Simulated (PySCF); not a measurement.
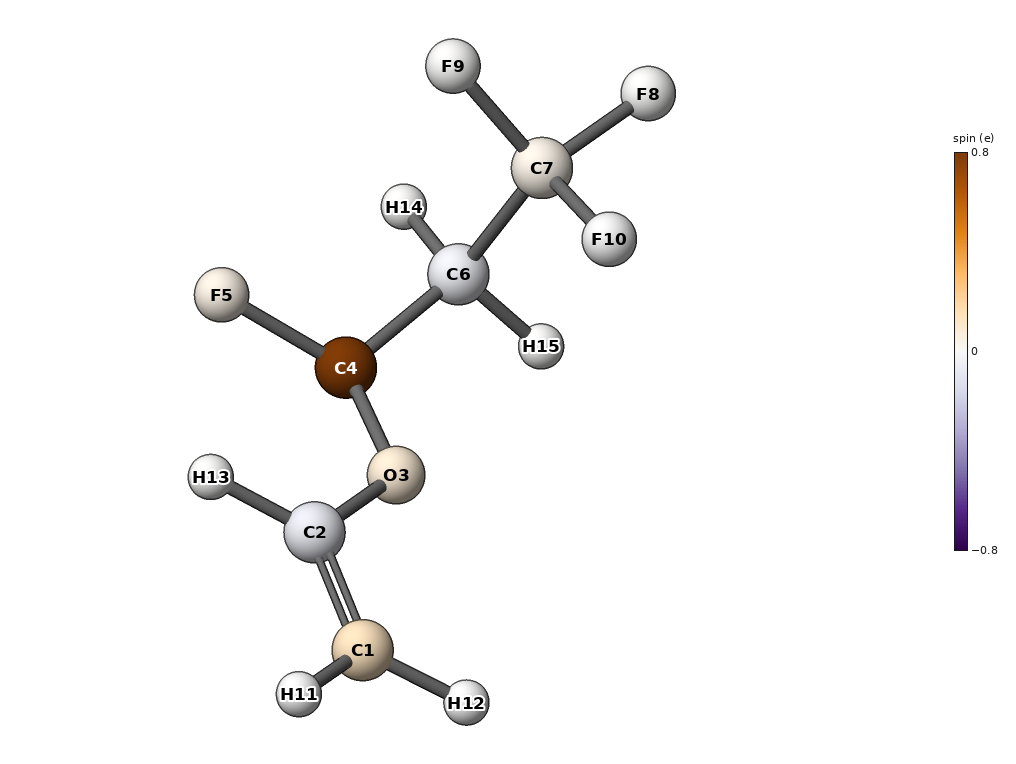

Atoms are coloured by their Mulliken spin populations. Charge 0, doublet. The computed structure is the end point of a GFN2-xTB optimisation. No frequency run is at hand to confirm it as a minimum. Method: UKS B3LYP, pcH-1 on C F H O, non-relativistic (PySCF 2.14.0).

List the Mulliken spin populations.

```json
{"atom": "C1", "value (e)": "0.13"}
{"atom": "C2", "value (e)": "−0.06"}
{"atom": "O3", "value (e)": "0.08"}
{"atom": "C4", "value (e)": "0.80"}
{"atom": "F5", "value (e)": "0.05"}
{"atom": "C6", "value (e)": "−0.04"}
{"atom": "C7", "value (e)": "0.04"}
{"atom": "F8", "value (e)": "0.01"}
{"atom": "F9", "value (e)": "0.00"}
{"atom": "F10", "value (e)": "0.00"}
{"atom": "H11", "value (e)": "−0.01"}
{"atom": "H12", "value (e)": "−0.01"}
{"atom": "H13", "value (e)": "0.00"}
{"atom": "H14", "value (e)": "0.01"}
{"atom": "H15", "value (e)": "0.00"}
```

Mulliken values depend strongly on the basis set.
